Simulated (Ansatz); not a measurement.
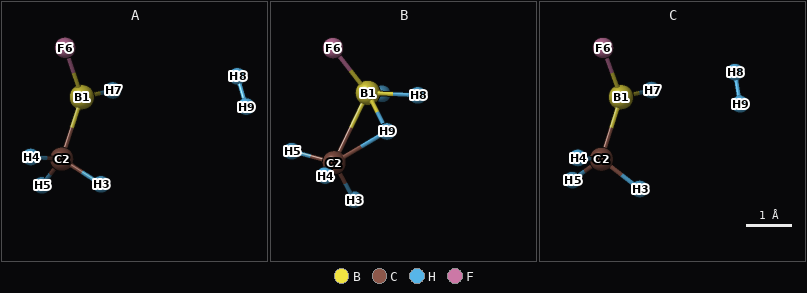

3 geometries from a converged minimum-energy path of CH₆BF, made up at the start of CH$_{4}$BF and H₂, shuffled. The picture is a ball-and-stick view, seen at a tilt.

Computed with RKS B3LYP/def2-TZVP in Ansatz. Settings: 5 movable images; climbing image; force threshold 0.05 eV/Å; iteration limit 60; starting path through a guess of the saddle point.

Which of them lies highest in energy?

B. In order along the path, whose images run from 0 to 6: A (image 1, 0.0 kcal/mol), C (image 2, +0.1 kcal/mol), B (image 4, +34.2 kcal/mol). Breaking: B1–C2 (1.56 → 1.78 at the top → 3.79 Å), H8–H9 (0.74 → 1.08 at the top → 3.12 Å). Forming: B1–H8 (5.45 → 1.30 at the top → 1.19 Å), C2–H9 (5.95 → 1.46 at the top → 1.09 Å).

Limits of the set-up: the start holds two separate molecules, 5.3 Å apart at their closest, whose relative position is a soft coordinate and is computed without a dispersion correction.
